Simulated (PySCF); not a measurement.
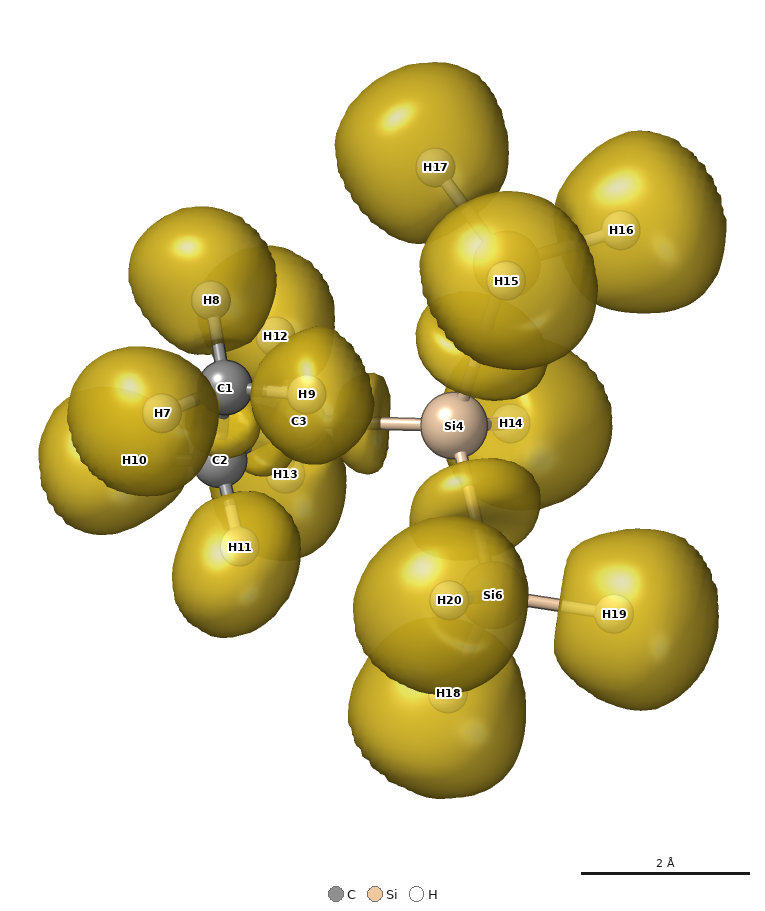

Figure 1: C3H14Si3 (SMILES CCC[SiH]([SiH3])[SiH3]). Isosurface of the electron localisation function at 0.8 (yellow), seen at a tilt. Core shells and regions of very low density are left out.

Geometry: GFN2-xTB.

All numbers below come from PySCF 2.14.0, PBE0/pcSseg-1, SCF density, gas phase, non-relativistic.

```yaml
atoms:
  - { symbol: C, position_ang: [-1.8029, 0.0930, 1.0136] }
  - { symbol: C, position_ang: [-1.6986, -0.7021, -0.2810] }
  - { symbol: C, position_ang: [-0.8171, -0.0231, -1.3243] }
  - { symbol: Si, position_ang: [1.0173, 0.1989, -0.8009] }
  - { symbol: Si, position_ang: [1.2984, 2.1321, 0.4611] }
  - { symbol: Si, position_ang: [1.7892, -1.7857, 0.1313] }
  - { symbol: H, position_ang: [-2.5165, -0.3741, 1.6897] }
  - { symbol: H, position_ang: [-2.1370, 1.1092, 0.8127] }
  - { symbol: H, position_ang: [-0.8403, 0.1437, 1.5182] }
  - { symbol: H, position_ang: [-2.7035, -0.8388, -0.6929] }
  - { symbol: H, position_ang: [-1.2991, -1.6963, -0.0606] }
  - { symbol: H, position_ang: [-1.2506, 0.9481, -1.5745] }
  - { symbol: H, position_ang: [-0.8513, -0.6166, -2.2406] }
  - { symbol: H, position_ang: [1.7094, 0.4111, -2.0967] }
  - { symbol: H, position_ang: [1.2884, 1.8571, 1.9031] }
  - { symbol: H, position_ang: [2.5837, 2.7780, 0.1832] }
  - { symbol: H, position_ang: [0.2708, 3.1553, 0.2399] }
  - { symbol: H, position_ang: [1.4598, -2.9919, -0.6352] }
  - { symbol: H, position_ang: [3.2474, -1.7765, 0.2743] }
  - { symbol: H, position_ang: [1.2475, -2.0107, 1.4766] }
```

### Identify the bonds, lone pairs and shells in this picture.

At this value the surface marks out two regions between bonded C–C atoms (shared pairs), one region between bonded C–Si atoms (shared pairs), two regions between bonded Si–Si atoms (shared pairs) and 14 regions around hydrogen nuclei.

Values along the shortest contacts:
C–C (1.52 Å): the ELF peaks at about 0.95 between the atoms (localised, covalent bonding). C–Si (1.92 Å): the ELF peaks at about 0.95 between the atoms (a covalent bond).
